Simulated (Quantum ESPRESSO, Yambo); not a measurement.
# A GW chain in Yambo: BAs (F-43m), part 3 of 3

Wanted: ground state, empty states, screening and self-energy for BAs (F-43m).

Quantum ESPRESSO 7.5 and Yambo 5.3.0; PBE and many-body steps on it, plane waves. Known limits of the many-body steps: not at the basis limit; no spin-orbit coupling; coarse k mesh.

So far. Step 3 (Bands along the symmetry lines): The gap is 1.207 eV, as in the run before at this level. Step 4 (Empty states on the mesh, 4×4×4 mesh, 126 bands): On this mesh the gap is 1.451 eV. The earlier step found 1.207 eV, so this mesh misses an edge.

### 6. Screening and self-energy, 4×4×4 mesh, 126 bands, screening to 210.9 eV

G0W0 replaces the xc potential by the self-energy, built once from these orbitals. Only a window of levels is corrected, while the sums run over the empty bands that the input names.

This step: G0W0 on PBE, plane waves, norm-conserving pseudopotentials.

File gw1.in:

```
HF_and_locXC
gw0
dyson
ppa
em1d
rim_cut
RandQpts= 1000000
RandGvec= 1 RL
EXXRLvcs= 100 Ry
VXCRLvcs= 400 Ry
Chimod= "HARTREE"
% BndsRnXp
 1 | 126 |
%
NGsBlkXp= 15.5 Ry
% LongDrXp
 1 | 1 | 1 |
%
% GbndRnge
 1 | 126 |
%
DysSolver= "n"
ExtendOut
PPAPntXp= 27.21138 eV
% QPkrange
 1 | 8 | 10 | 17 |
%
```

Launch:

```
$ OMP_NUM_THREADS=1 mpirun -n 4 yambo -F gw1.in -J gw1 -C gw1 > gw1.log
```

Log:

```text
 Yambo, version 5.3.0

 [02] CORE Variables Setup
 =========================

  [... cell, symmetries and grids as in the set-up ...]

  [02.05] Energies & Occupations
  ==============================

  [X] === General ===
  [X] Electronic Temperature                        :  0.000000  0.000000 [eV K]
  [X] Bosonic    Temperature                        :  0.000000  0.000000 [eV K]
  [X] Finite Temperature mode                       : no
  [X] El. density                                   :  0.95404E+24 [cm-3]
  [X] Fermi Level                                   :  12.16515 [eV]

  [X] === Gaps and Widths ===
  [X] Conduction Band Min                           :  1.450685 [eV]
  [X] Valence Band Max                              :  0.000000 [eV]
  [X] Filled Bands                                  :  13
  [X] Empty Bands                                   :   14  126
  [X] Direct Gap                                    :  3.288876 [eV]
  [X] Direct Gap localized at k                     :  1
  [X] Indirect Gap                                  :  1.450685 [eV]
  [X] Indirect Gap between kpts                     :   1   7
  [X] Last valence band width                       :  5.185469 [eV]
  [X] 1st conduction band width                     :  3.822368 [eV]

 [03] Transferred momenta grid and indexing
 ==========================================

 IBZ Q-points                                      :   8
 BZ  Q-points                                      :   64

 K/Q-points units:
 rlu = crystal or reduced units; cc = cartesian coordinates; iku = interal k-units

 Q [1]          [rlu]:  0.000000  0.000000  0.000000
 Q [2]          [rlu]:  0.31652E-17  0.31652E-17  0.25000
 Q [3]          [rlu]: -0.63303E-17 -0.63303E-17 -0.50000
 Q [4]          [rlu]: -0.18488E-16  0.25000      0.25000
 Q [5]          [rlu]: -0.34720E-18  0.25000      0.50000
 Q [6]          [rlu]: -0.63303E-17  0.25000     -0.25000
 Q [7]          [rlu]:  0.36976E-16 -0.50000     -0.50000
 Q [8]          [rlu]:  0.250000 -0.500000 -0.250000

 [04] Coloumb potential Random Integration (RIM)
 ===============================================

  [04.01] RIM initialization
  ==========================

  * Diagonal components only detected *

  8 x (sBL volume)        :  0.168596 [a.u.]
  sBZ random points       :  1000000
  Points outside the sBZ  :   7996195
  RL volume               :  1.348768 [a.u.]
  Integrated volume       :  1.349410 [a.u.]

  [04.02] RIM integrals
  =====================

  Gamma point sphere radius             :  0.100207 [a.u.]
  Points outside the sphere             :   799659
  [Int_sBZ(q=0) 1/q^2]*(Vol_sBZ)^(-1/3) =:  7.764404
                                 should be <:  7.795600

  Summary of Coulomb integrals for non-metallic bands |Q|[au] RIM/Bare

  Q [1] 0.100000E-4 0.995998 * Q [2] 0.301388 1.064955
  Q [4] 0.348013 1.063169 * Q [6] 0.492165 1.026119
  Q [5] 0.577115 1.019126 * Q [3] 0.602777 1.017184
  Q [7] 0.696026 1.014132 * Q [8] 0.778181 1.011034

 [05] Dipoles
 ============

  [05.01] Setup: observables and procedures
  =========================================

 [06] Dynamic Dielectric Matrix (PPA)
 ====================================

 [WR./gw1//ndb.pp]---------------------------------------------------------------
  Brillouin Zone Q/K grids (IBZ/BZ)                :    8   64    8   64
  RL vectors                                       :   3839 [WF]
  Coulomb cutoff potential                         : none
  Electronic Temperature                           :  0.000000 [K]
  Bosonic    Temperature                           :  0.000000 [K]
  PPA    diel. fun.  energies                      : Perdew, Burke & Ernzerhof(X)+Perdew, Burke & Ernzerhof(C)
  wavefunctions                                    : Perdew, Burke & Ernzerhof(X)+Perdew, Burke & Ernzerhof(C)
  Global Gauge                                     : length
  X matrix size                                    :  229
  X band range                                     :    1  126
  X e/h energy range                               : -1.000000 -1.000000 [eV]
  X Time ordering                                  : R
  X Hxc Kernel                                     : HARTREE
  X Drude frequency                                :  0.000000  0.000000
  X poles                                          :  100.0000 [o/o]
  RL vectors in the sum                            :   3839
  [r,Vnl] included                                 : yes
  Field direction                                  :  0.577350E-5  0.577350E-5  0.577350E-5
  BZ energy Double Grid                            : no
  BZ energy DbGd points                            : 0
  BZ Q point size factor                           : -1.000000
  X Optical Averaged directions                    : none

 [07] Local Exchange-Correlation + Non-Local Fock
 ================================================

 [VXC] Plane waves :  24933
 [EXS] Plane waves :  3143

 QP @ state[ 1 ] K range:   1   8
 QP @ state[ 1 ] b range:  10  17

 [xc] Functional : Perdew, Burke & Ernzerhof(X)+Perdew, Burke & Ernzerhof(C)
 [xc] LIBXC used to calculate xc functional
  PP Number of Atomic Species                      :  2
  NLCC RL compoments                               :  24933
  PP Number of Atomic Species                      :  2
  NLCC RL compoments                               :  24933

 [xc] E_xc :  -25.06070 [Ha]
      E_xc :  -50.12139 [Ry]

  Local XC kind (lXC) : Perdew, Burke & Ernzerhof(X)+Perdew, Burke & Ernzerhof(C)
  Non-Local XC kind (nlXC) : Hartree-Fock

  Corrections @ K [1] :  [eV]
 <10|nlXC|10> = -21.33148 -0.33166E-16 <10|lXC|10> = -13.31879 -0.23602E-16
 <11|nlXC|11> = -15.63436 -0.74009E-17 <11|lXC|11> = -14.20356 -0.18882E-15
 <12|nlXC|12> = -15.63445 -0.26637E-16 <12|lXC|12> = -14.20356 -0.18882E-15
 <13|nlXC|13> = -15.63437 -0.72772E-17 <13|lXC|13> = -14.20356  0.47191E-16
 <14|nlXC|14> = -8.292011  0.10077E-17 <14|lXC|14> = -13.05303 -0.74077E-21
 <15|nlXC|15> = -8.292072  0.17859E-17 <15|lXC|15> = -13.05303 -0.47205E-16
 <16|nlXC|16> = -8.291662  0.29683E-17 <16|lXC|16> = -13.05303  0.94400E-16
 <17|nlXC|17> = -8.867597  0.17370E-17 <17|lXC|17> = -14.70693 -0.18882E-15

  Corrections @ K [2] :  [eV]
 <10|nlXC|10> = -21.13192  0.38272E-17 <10|lXC|10> = -13.52333 -0.11791E-21
 <11|nlXC|11> = -16.64857  0.54616E-18 <11|lXC|11> = -13.29464  0.61955E-16
[...]
Corrections @ K [3] :  [eV]
[...]
Corrections @ K [4] :  [eV]
[...]
Corrections @ K [5] :  [eV]
[...]
[... 2 further k-points ...]
  Corrections @ K [8] :  [eV]
[...]
<13|nlXC|13> = -15.54654 -0.57034E-17 <13|lXC|13> = -12.28359 -0.70809E-16
 <14|nlXC|14> = -6.125579 -0.17956E-17 <14|lXC|14> = -11.44975  0.47198E-16
 <15|nlXC|15> = -7.102643 -0.18783E-17 <15|lXC|15> = -13.28785 -0.23586E-16
 <16|nlXC|16> = -6.595793  0.14890E-17 <16|lXC|16> = -11.80985  0.18882E-15
 <17|nlXC|17> = -7.200425  0.66252E-17 <17|lXC|17> = -13.28077  0.14882E-22

  [07.01] Hartree-Fock occupations report
  =======================================

  [Hartree-Fock] === General ===
  [Hartree-Fock] Electronic Temperature             :  0.000000  0.000000 [eV K]
  [Hartree-Fock] Bosonic    Temperature             :  0.000000  0.000000 [eV K]
  [Hartree-Fock] Finite Temperature mode            : no
  [Hartree-Fock] El. density                        :  0.95404E+24 [cm-3]
  [Hartree-Fock] Fermi Level                        :  12.16515 [eV]

  [Hartree-Fock] === Gaps and Widths ===
  [Hartree-Fock] Conduction Band Min                :  5.686140 [eV]
  [Hartree-Fock] Valence Band Max                   : -1.430810 [eV]
  [Hartree-Fock] Filled Bands                       :  13
  [Hartree-Fock] Empty Bands                        :   14  126
  [Hartree-Fock] Direct Gap                         :  9.480709 [eV]
  [Hartree-Fock] Direct Gap localized at k          :  1
  [Hartree-Fock] Indirect Gap                       :  7.116949 [eV]
  [Hartree-Fock] Indirect Gap between kpts          :   1   7
  [Hartree-Fock] Last valence band width            :  7.017603 [eV]
  [Hartree-Fock] 1st conduction band width          :  4.911084 [eV]

 [08] Dyson equation: Newton solver
 ==================================

  [08.01] G0W0 (W PPA)
  ====================

  [  GW  ] Bands range     :    1  126
  [GW/PPA] G damping       :  0.100000 [eV]

  QP @ state[ 1 ] K range:   1   8
  QP @ state[ 1 ] b range:  10  17

   Sc/G bands                                       :    1  126
   Sc/G damping                                     :  0.100000 ev
   Sc bands terminator                              : no
   Sx RL components                                 :  3143

   QP @ state[ 1 ] K range                          :   1   8
   QP @ state[ 1 ] b range                          :  10  17
   GF energies kind                                 : Perdew, Burke & Ernzerhof(X)+Perdew, Burke & Ernzerhof(C)
   GF WF`s kind                                     : Perdew, Burke & Ernzerhof(X)+Perdew, Burke & Ernzerhof(C)
   Xs energies kind                                 : Perdew, Burke & Ernzerhof(X)+Perdew, Burke & Ernzerhof(C)
   Xs WF`s kind                                     : Perdew, Burke & Ernzerhof(X)+Perdew, Burke & Ernzerhof(C)

 [11] Game Over & Game summary
```

Run time: 5.5 min. Hardware: 4 MPI ranks of Arm Neoverse V1, shared host; peak memory 1.6 GiB.

Numbers from this step:

```
G0W0 gap on the mesh                         : 1.977 eV
starting gap on the mesh                     : 1.451 eV
k of the valence top                         : 0, 0, 0
k of the conduction bottom                   : 0, -0.5, -0.5
least direct G0W0 gap on the computed points : 4.129 eV
Z at the valence top                         : 0.8055
Z at the conduction bottom                   : 0.8156
```

The gap on the mesh goes from 1.45 eV to 1.98 eV, a correction of +0.53 eV. The start differs from the 1.21 eV found before because the two sample other k points.

Limits: finite bands, cutoff and mesh; no spin-orbit coupling; coarse k mesh. v1 is the top filled band, c1 the lowest empty one. Levels before and after the correction, in eV, zero at the valence-band top of each column:

|  | conduction bottom | valence top |
| --- | --- | --- |
| Kohn-Sham | 1.45 | 0.00 |
| G0W0 | 1.98 | 0.00 |

|  | level | energy (eV) |
| --- | --- | --- |
| Kohn-Sham | Γ v3-v1 | 0.000 |
| Kohn-Sham | Γ c1-c3 | 3.289 |
| Kohn-Sham | (0 -0.5 -0.5) v3 | -8.514 |
| Kohn-Sham | (0 -0.5 -0.5) v2-v1 | -4.074 |
| Kohn-Sham | (0 -0.5 -0.5) c1 | 1.451 |
| Kohn-Sham | (0 -0.5 -0.5) c2 | 1.459 |
| Kohn-Sham | (0 -0.5 -0.5) c3 | 11.393 |
| G0W0 | Γ v3-v1 | 0.000 |
| G0W0 | Γ c1-c3 | 4.129 |
| G0W0 | (0 -0.5 -0.5) v3 | -9.038 |
| G0W0 | (0 -0.5 -0.5) v2-v1 | -4.303 |
| G0W0 | (0 -0.5 -0.5) c1 | 1.977 |
| G0W0 | (0 -0.5 -0.5) c2 | 2.064 |
| G0W0 | (0 -0.5 -0.5) c3 | 12.353 |

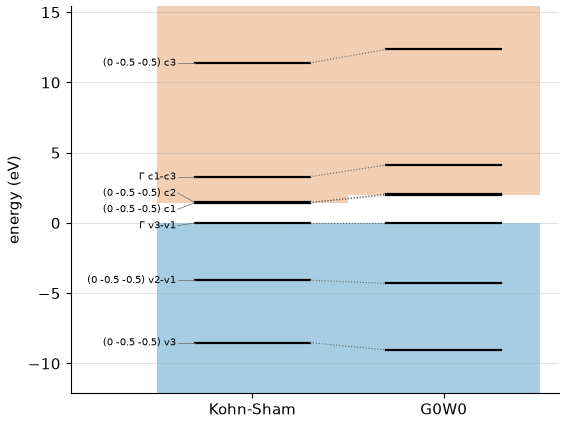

Levels before and after the correction. Shaded: valence and conduction bands.

### 7. Where the time went

Times are wall times on the hardware named with each run, good to a factor of about two.

| step | time | share | memory (GiB) |
| --- | --- | --- | --- |
| ground state | 11 s | 3 % | 0.26 |
| bands along the symmetry lines | 4.3 s | 1 % | 0.21 |
| empty states on the mesh | 7.7 s | 2 % | 0.33 |
| conversion and set-up | 2.5 s | 1 % | 0.24 |
| screening and self-energy | 5.5 min | 93 % | 1.6 |

### 8. Outcome

- PBE gap: 1.21 eV, indirect
- G0W0 gap on the mesh: 1.98 eV
- G0W0 gap over the zone (rigid shift): 1.73 eV
- GW settings: 4×4×4 mesh, 126 bands, screening to 210.9 eV, Godby-Needs plasmon pole
- known limits: not at the basis limit; no spin-orbit coupling; coarse k mesh

What this shows: G0W0 moves the gap on the mesh from 1.45 eV to 1.98 eV (+0.53 eV), with Z of 0.81 and 0.82 at the edges. The mesh misses the band edges by 0.24 eV in all; a rigid shift gives 1.73 eV for the zone. The dearest step here is «screening and self-energy». Against experiment, by G0W0@PBE: the gap of 1.73 eV lies −0.29 eV from the measured 2.02 eV (indirect, 300 K, 2019); the direct gap of 4.13 eV lies +0.01 eV from the measured 4.12 eV (direct, 300 K, 2019); the gap of 1.73 eV lies −0.09 eV from the measured 1.82 eV (indirect, 300 K, 2019). An exciton line or allowed optical edge lies below the quasiparticle gap by the binding energy; a forbidden edge can push the onset above it. The calculation has static nuclei and no excitons; a measured gap holds zero-point and thermal motion, which mostly lowers it. Bands and cutoff are finite, so the gap is not at the basis limit. The miss can reach some tenths of an eV and take either sign; the mesh is an error of its own. A denser mesh or path gives a starting gap of 1.21 eV: the GW mesh misses a band edge, so its gaps are not the fundamental one. The 4×4×4 mesh is coarse for this cell, which bears on the long-range parts of exchange and screening. The many-body steps are scalar-relativistic: spin-orbit coupling is not in them.

[Paths, hosts, dates, memory and timing lines, banners, echoed tables and standing remarks are left out of the program output.]

[Logs are printed without paths, hosts, clocks, repeated set-up lines and the standing remarks that a program may print on its own settings, such as how far it seeks lower states.]

[Runs of the session that timed out or met a known fault of the program may be left out.]

[Hosts, paths, dates, database ids (printed as entryN), source tags and the programs' standing remarks are cut or masked in the printed files.]
